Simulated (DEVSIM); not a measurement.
System: abrupt Si n-p junction, at 300 K.

| layer (left to right) | material | thickness (μm) | Nd (cm⁻³) | Na (cm⁻³) | τn (s) | τp (s) |
|---|---|---|---|---|---|---|
| 1 | Si | 25.0 | 6.1e17 | - | 1.2e-5 | 1.2e-5 |
| 2 | Si | 140 | - | 4.4e16 | 3.6e-5 | 1.2e-5 |

Left contact: ohmic. Right contact: ohmic. Voltage is applied to the left contact. Recombination: SRH at mid-gap. Mobility is constant in doping.

Constants are typed, rounded textbook-type inputs, not results; the design itself was drawn at random and stands for no fabricated device. Values at 300 K.

| parameter | Si |
|---|---|
| gap (eV) | 1.124 |
| affinity (eV) | 4.05 |
| permittivity | 11.7 |
| Nc (cm⁻³) | 2.86e19 |
| Nv (cm⁻³) | 3.1e19 |
| μn (cm²/Vs) | 1417 |
| μp (cm²/Vs) | 470 |

Model (solved in DEVSIM): 1D drift-diffusion, Boltzmann statistics, complete ionisation; no tunnelling, impact ionisation, image-force lowering or self-heating.

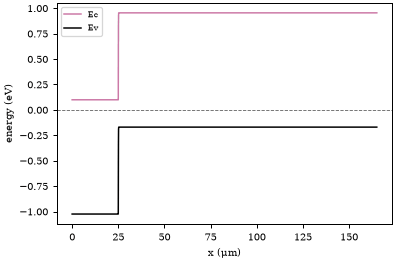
*Band edges at zero bias*

Energies count from the Fermi level of the right contact; mesh points crowd at the junctions.

```tsv
x (μm)	Ec (eV)	Ev (eV)	n (cm⁻³)	p (cm⁻³)	field (V/cm)
0.000	0.099	-1.024	6.1e17	190	≈ 0
0.05759	0.099	-1.024	6.1e17	190	≈ 0
0.2646	0.099	-1.024	6.1e17	190	≈ 0
0.9560	0.099	-1.024	6.1e17	190	≈ 0
5.184	0.099	-1.024	6.1e17	190	≈ 0
15.98	0.099	-1.024	6.1e17	190	≈ 0
22.47	0.099	-1.024	6.1e17	190	≈ 0
24.52	0.099	-1.024	6.1e17	190	≈ 0
24.88	0.099	-1.024	6.1e17	190	≈ 0
24.98	0.104	-1.020	5.1e17	230	8700
25.02	0.405	-0.719	4.5e12	2.6e7	84000
25.22	0.954	-0.170	2700	4.3e16	210
25.85	0.954	-0.170	2600	4.4e16	≈ 0
27.94	0.954	-0.170	2600	4.4e16	≈ 0
40.76	0.954	-0.170	2600	4.4e16	≈ 0
78.67	0.954	-0.170	2600	4.4e16	≈ 0
138.7	0.954	-0.170	2600	4.4e16	≈ 0
157.3	0.954	-0.170	2600	4.4e16	≈ 0
163.6	0.954	-0.170	2600	4.4e16	≈ 0
164.6	0.954	-0.170	2600	4.4e16	≈ 0
164.9	0.954	-0.170	2600	4.4e16	≈ 0
165.0	0.954	-0.170	2600	4.4e16	≈ 0
```
